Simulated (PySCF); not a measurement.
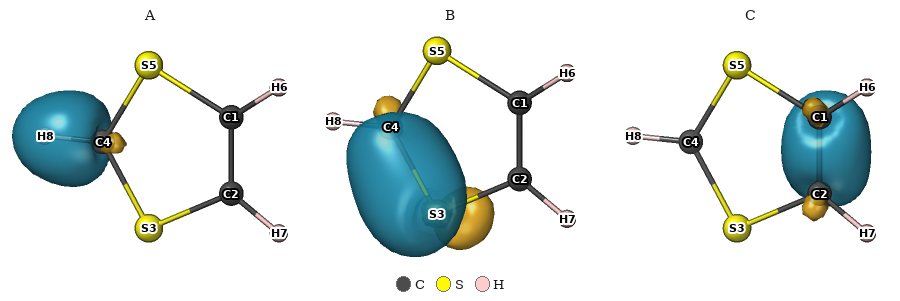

Figure 1: C$_{3}$H$_{3}$S$_{2}$, charge +1, SMILES `c1cs[cH+]s1`. Foster–Boys orbitals, occupied; each surface holds about 70 % of the orbital's density. Energies are diagonal elements of the Fock matrix.

Method: r2SCAN/def2-TZVP; geometry: GFN2-xTB; program: PySCF. No frequency check shows the geometry to be a minimum. GFN2-xTB bond lengths at metals and heavier atoms can be off by up to 0.1 Å and shapes distorted, which carries into these values.

> Name the orbitals, with their atomic make-up and energies.

By panel:
- A: σ bond C4–H8 (C4 60 %, H8 39 %; −19.8 eV)
- B: bent (banana) bond S3–C4 (S3 59 %, C4 37 %; −18.7 eV)
- C: bent (banana) bond C2–C1 (C2 48 %, C1 48 %; −18.4 eV)

> How do all the valence pairs divide up?

13 pairs: 6 bent bonds, 5 σ bonds and 2 lone pairs.

The PySCF run took 76 s on 1 thread of Intel(R) Xeon(R) Processor @ 2.50GHz (Skylake/Cascade Lake), with other jobs on the host, peak memory 0.69 GiB.
